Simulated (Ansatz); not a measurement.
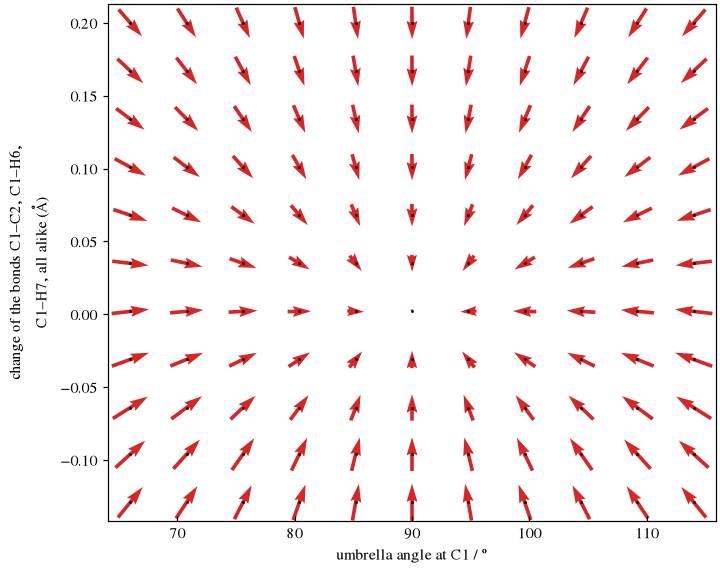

C3H5FSi, SMILES C=C1C[SiH]1F. The first coordinate is: umbrella angle at C1 (between each of its bonds and their common axis; 90 is planar); the second: change of the bonds C1–C2, C1–H6, C1–H7, all alike. Nothing is relaxed (all other coordinates rigid). Grid: 11 × 11 points. Points are written as (first, second). These are results of Ansatz 0.2.0, RKS r2SCAN-D4/def2-SVP, not measurements.

In the figure: dots at the grid points, arrows along the force (downhill), their lengths compressed.

The arrows alone are given. Where is the energy lowest?

Answer. The arrows converge at about (90°, 0.000 Å) (read from the interpolated surface).

The energy map of the same scan:

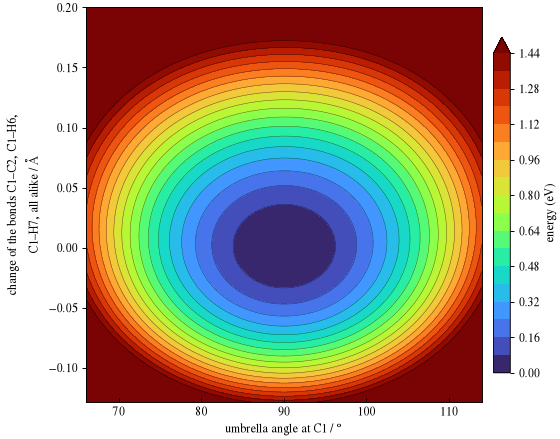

Energies are in eV, from the relaxed molecule at the same level; between grid points the surface is interpolated.
